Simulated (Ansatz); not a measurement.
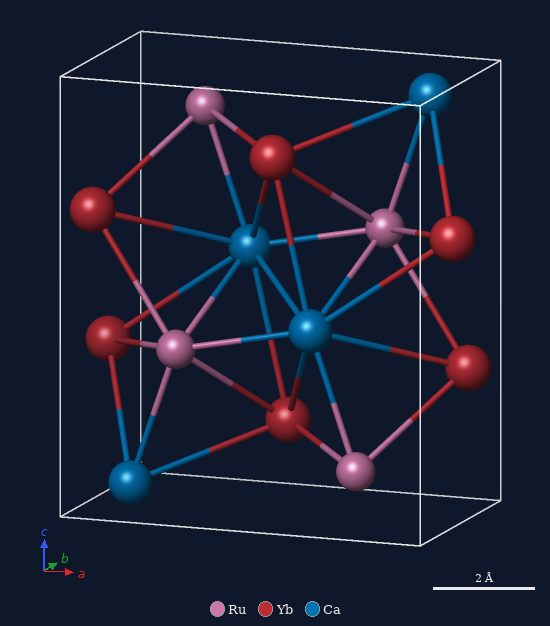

Ball-and-stick drawing of the structure, looking slightly off an axis. The parallelepiped is the simulation cell.

```xyz
12
Lattice="7.6808 0.0000 0.0000 0.0000 4.5373 0.0000 0.0000 0.0000 8.9936" Properties=species:S:1:pos:R:3 pbc="T T T"
Ru    2.0377    1.1343    3.3508
Ru    1.8027    3.4030    7.8476
Ru    5.8781    1.1343    1.1460
Ru    5.6431    3.4030    5.6427
Yb    0.2615    1.1343    6.0659
Yb    3.5789    3.4030    1.5691
Yb    4.1019    1.1343    7.4244
Yb    7.4193    3.4030    2.9277
Ca    1.0684    1.1343    0.5558
Ca    2.7720    3.4030    5.0526
Ca    4.9088    1.1343    3.9410
Ca    6.6124    3.4030    8.4377
```

Level of theory and settings: DFT, PAW plane waves, r2SCAN (Ansatz), a 500 eV plane-wave basis, Brillouin-zone sampling on a 3×5×3 mesh, Methfessel-Paxton smearing of 0.2 eV, no spin polarisation (a spin-restricted run, not always the ground state).

Give the Bader charge of each element.

Answer. Ca +1.15 e; Yb +1.15 e; Ru -2.30 e.

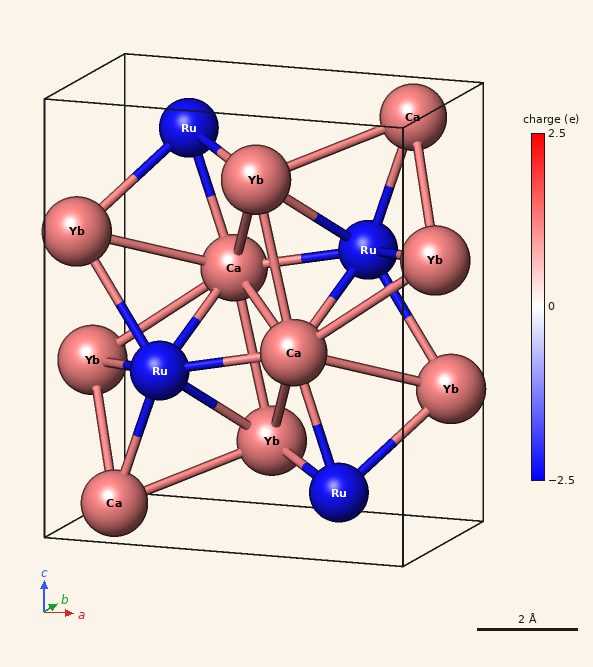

The atoms coloured by those charges.

The model is a generated cell, made by putting these elements into a known structure type (the compound may or may not exist in this form); its atoms and cell weren't optimised. Ansatz was used for an electronic-structure calculation on it.

At this level of theory the cell isn't at rest (stretched, at -5 GPa), so its distances can differ from those at equilibrium, the more so the softer the solid.
